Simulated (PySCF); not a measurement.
**ClFHSi (SMILES F[SiH]Cl) (doublet): density, localisation and related maps**

```xyz
4

Si   -0.4202    0.0736   -0.1281
F     0.4610   -0.3327   -1.4272
Cl   -0.0846   -1.3269    1.3447
H     0.0760    1.4046    0.3488
```

Geometry: PBE0-D3(BJ)/def2-SVP.

These are results of UKS B3LYP, IGLO-III on Cl F Si, pcH-1 on H, non-relativistic, mean-field spin-orbit, GIAO (PySCF), not measurements.

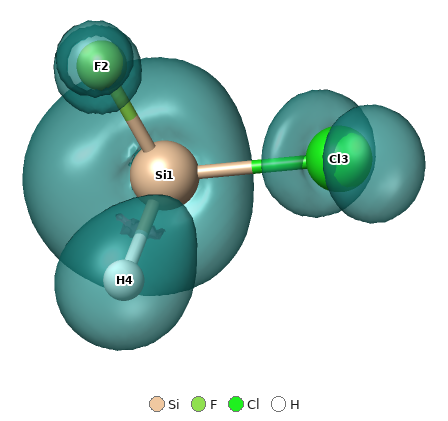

Figure 1. Isosurfaces of the spin density at +0.015 (teal) and −0.015 e/Å³ (pink), seen across its widest extent.

> Describe the spin distribution.

The unpaired spin (1 electron) lies mostly on Si1 (about 0.7), Cl3 (about 0.1) and H4 (about 0.1), in electrons by Hirshfeld's partition.

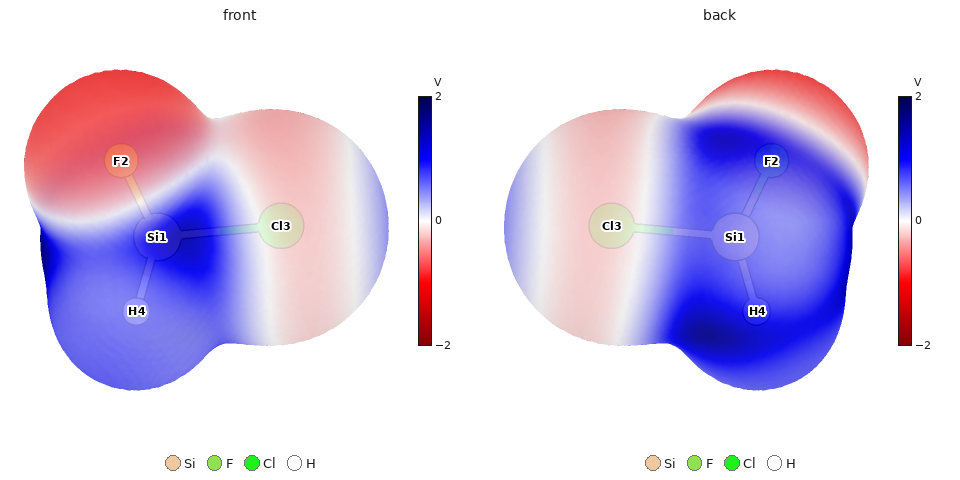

Figure 2. The molecular electrostatic potential painted on the density surface at 0.002 e/bohr³, seen from the front and from behind; the colour scale runs from red (negative) to blue (positive).

> Describe the electrostatic potential map.

The most negative region (about −0.7 V) lies over F2, the most positive (about +1.6 V) over Si1. Cl3 shows a σ-hole: about +0.4 V at the tip opposite its bond, against about −0.2 V on its flanks.

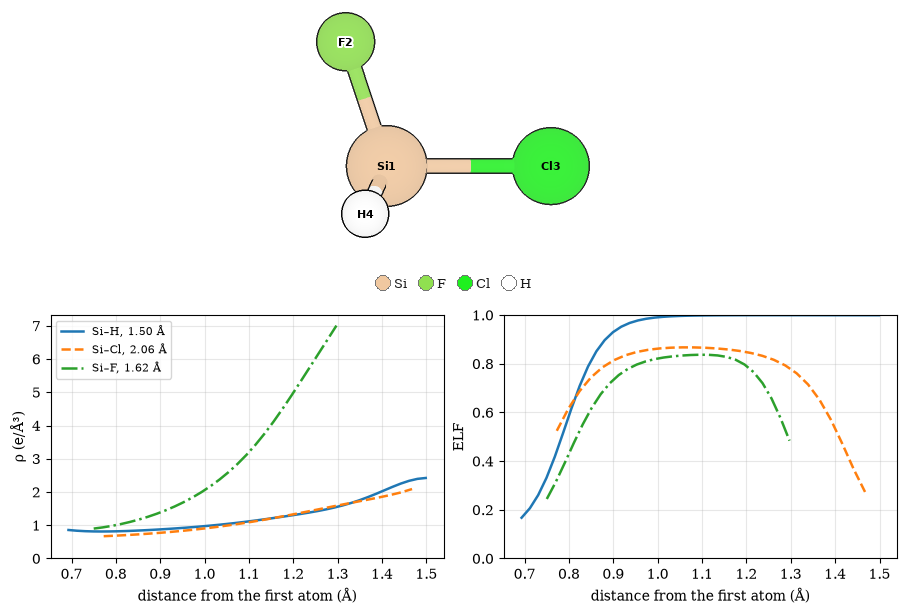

Figure 3. Total electron density and electron localisation function along straight lines between neighbouring atoms. The curves leave out the atomic cores. The structure is drawn too.

> Compare the contacts.

Si–H (1.50 Å): ρ is about 0.81 e/Å³ halfway; the ELF climbs to about 1 towards the hydrogen, as it does in any bond to H.
Si–Cl (2.06 Å): the density is about 0.95 e/Å³ at the midpoint; the ELF peaks at about 0.85 between the atoms; a polar covalent bond.
Si–F (1.62 Å): ρ at the midpoint is about 1 e/Å³; the ELF peaks at about 0.85 in the valence shell of F, 0.5 Å from its nucleus, and is about 0.45 at the midpoint.
